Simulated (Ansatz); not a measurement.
```yaml
atoms:
  - { symbol: B, position_ang: [0.3992, 0.9628, -0.5552] }
  - { symbol: C, position_ang: [1.1789, -0.2223, 0.0841] }
  - { symbol: O, position_ang: [0.2426, -1.1467, 0.6285] }
  - { symbol: Sn, position_ang: [-1.4441, -0.1451, 0.1201] }
  - { symbol: H, position_ang: [0.7745, 1.9441, -1.1156] }
  - { symbol: H, position_ang: [1.8360, -0.7025, -0.6661] }
  - { symbol: H, position_ang: [1.8799, 0.1494, 0.8560] }
  - { symbol: H, position_ang: [-2.4260, -1.1171, -0.8909] }
  - { symbol: H, position_ang: [-2.3523, 0.2311, 1.5219] }
```

Geometry: PBE0-D4/def2-TZVP; core potentials replace the inner electrons of Sn.

Theory: Ansatz, RKS PBE0-D4/def2-TZVPP.

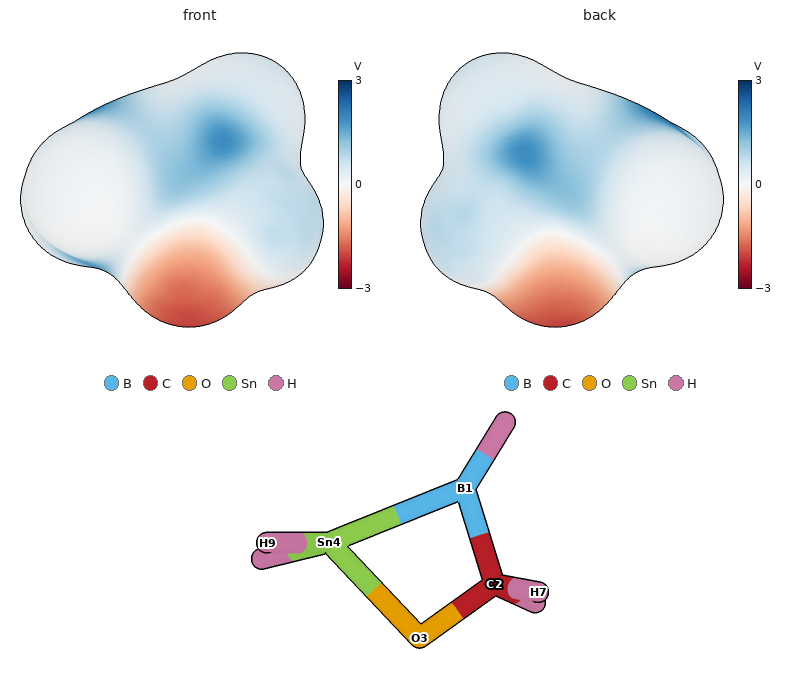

CH5BOSn. The molecular electrostatic potential painted on the density surface at 0.002 e/bohr³, seen from the front and from behind; red is negative and blue positive. The bare structure is drawn below in the same view.

> Where is the surface potential most negative and most positive?

The most negative region (about −2.0 V) lies over O3, the most positive (about +2.0 V) over Sn4. O3 is the likeliest acceptor of a hydrogen bond.
